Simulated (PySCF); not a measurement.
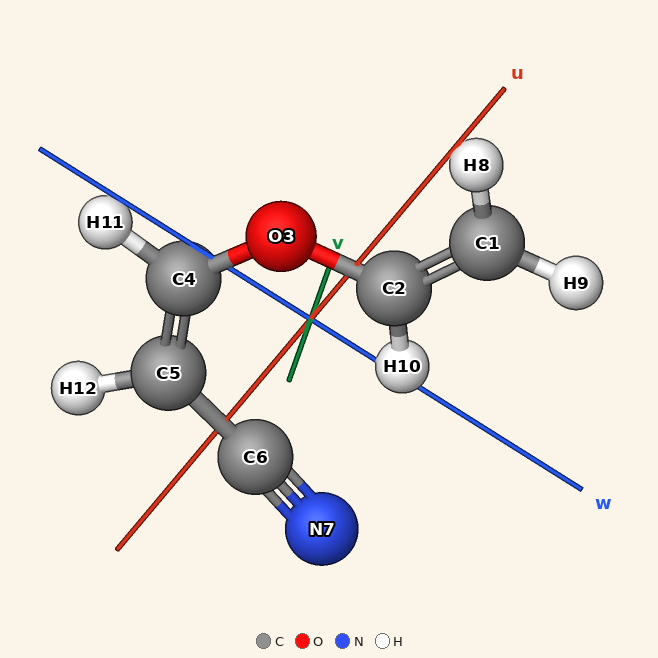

The lines u, v and w are the principal axes of the static dipole polarisability. The computed structure is the end point of a GFN2-xTB optimisation. No frequency run is at hand to confirm it as a minimum. Computed with PBE0/def2-SVPD (PySCF 2.14.0).

**Along which axis is the molecule most polarisable, and along which least?**

Most along u (in the molecular plane, close to the long direction C1···N7), least along v (normal to the molecular plane).

**Give the three principal values.**

u 98.7, v 43.5, w 75.6 bohr³; mean 72.6, anisotropy 48.0 bohr³.
